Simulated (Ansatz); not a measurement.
Starting cell, WSe₂ (2H-MoS2 type, space group P6_3/mmc):

```
WSe2
1.0
    3.27906     0.00000     0.00000
   -1.63953     2.83975     0.00000
    0.00000     0.00000    12.78607
W Se
2 4
Cartesian
  0.00000   1.89317   3.19652
  1.63953   0.94658   9.58955
  0.00000   1.89317   7.90529
  1.63953   0.94658   1.51226
  1.63953   0.94658   4.88078
  0.00000   1.89317  11.27381
```

In this cell atom 5 (Se, nearest neighbour W at 2.534 Å; its periodic images, 3.3 Å or more away, move with it) is moved by s along Cartesian [111], unit vector (0.577, 0.577, 0.577); all other atoms and the cell stay fixed.

These are PBE-D3(BJ) (plane waves to 420 eV, PAW, scalar-relativistic; Ansatz, a program for electronic structure) values and carry that method's errors. k mesh 9×9×2 (Γ-centred), Fermi-Dirac smearing 0.05 eV. Energies are smeared free energies. Left out: 2 of 11 points, with atoms too close for the PAW data. Spin-orbit coupling is left out, though W is heavy. WSe2 is run without spin polarisation. WSe2 was relaxed with its symmetry unable to fall. ΔE is measured from the undisplaced structure.

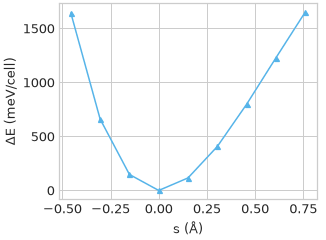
Figure. ΔE (meV/cell) against s (Å); one marker a computed point.

Task: Is the energy the same for displacements of ±0.456 Å, and if not, which side lies higher?

Result: Not even: the negative side lies higher at ±0.456 Å.

Task: What is the energy change at s = 0.760 Å?

Result: About 1700 meV/cell.

(A displaced cell: forces are minus the slopes of the energy, force constants its curvatures, and phonons follow from these.)
